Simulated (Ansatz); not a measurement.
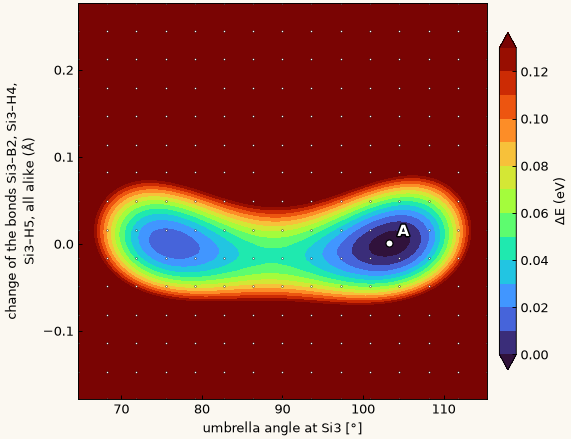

BH2SSi, SMILES [SiH2]=B[S], spin multiplicity 2. 
- First axis: umbrella angle at Si3 (between each of its bonds and their common axis; 90 is planar). Second axis: change of the bonds Si3–B2, Si3–H4, Si3–H5, all alike.
- Nothing is relaxed (all other coordinates rigid).
- Grid: 15 × 15 points.
- Points are written as (first, second).
- Energies: eV, counted from the lowest grid point.
- Computed with UKS B3LYP-D4/def2-TZVP (Ansatz 0.2.0).

Drawn: filled contours, dots at the grid points, one colour for all values above the top of the scale, the point A. Between grid points the surface is interpolated.

Question: Find the lowest pass out of the well at A.

Answer: The easiest path leads from the well at about (103°, 0.00 Å) to the well at about (76°, 0.00 Å), about 0.018 eV higher. Its highest point lies about 0.054 eV above the bottom of the first well on the interpolated surface, at about (89°, −0.01 Å). Seen from the upper well the barrier is about 0.036 eV. The start is the relaxed structure and all else is held, so a fully relaxed path at this level can only be lower.

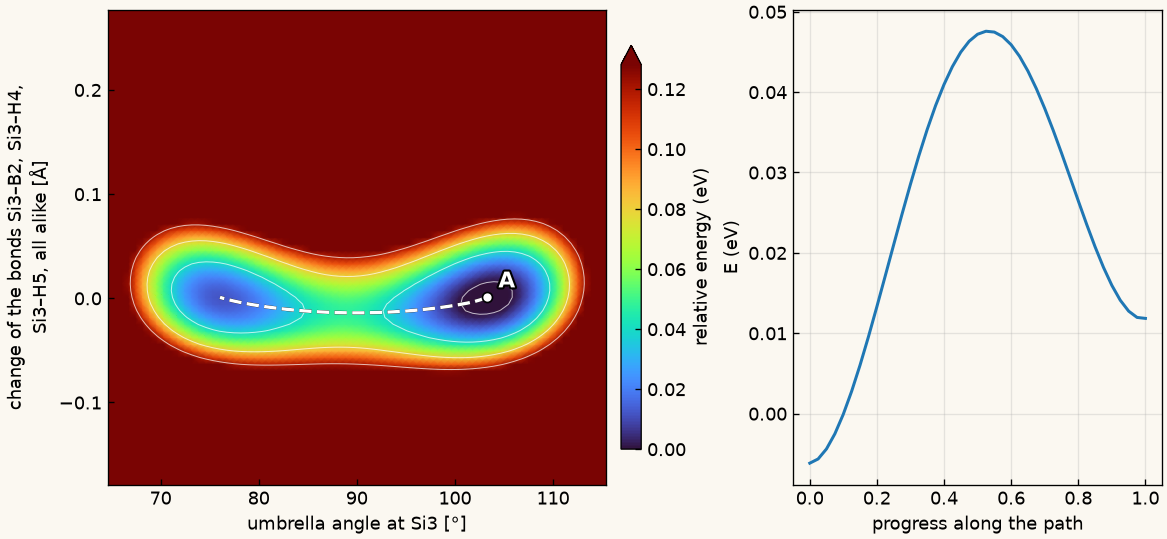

The picture shows a smooth colour map with a few white contour lines, a line along the lowest path, one colour for all values above the top of the scale, the energy along the path at the right. Between grid points the surface is interpolated.
